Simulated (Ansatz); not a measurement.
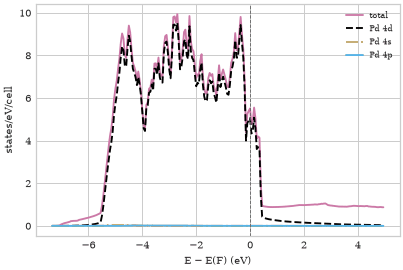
*Total and projected density of states of Pd (dhcp (α-La type), P6_3/mmc), plane-wave PAW r²SCAN (Ansatz code)*

Q: Which orbitals carry the states next to the Fermi level?

A: Within 0.5 eV of the Fermi level: Pd 4d 92 %, outside the projected shells 8 %. Projections are on Löwdin-orthogonalised atomic valence shells; empty p or d shells of many metals are not among them.

Q: Where is the tallest occupied peak in this window, and what makes it?

A: Near -2.7 eV, about 9.9 states/eV per cell; the largest projected share is Pd 4d.

The first step of the workflow began from a Materials Project structure, measured or hypothetical; the Crystallography Open Database copy checked does not list it. It is not the phase usual at ambient conditions (space group No. 225). The r²SCAN relaxation kept the symmetry of its start; its stability against distortions is not shown here. The final state is ferromagnetic, the only order run, not a proven ground state. Other orbital occupations within this spin state were not tried. Spin–orbit coupling is left out wherever it is not named.

Potentials: the later of the program's two PAW sets.
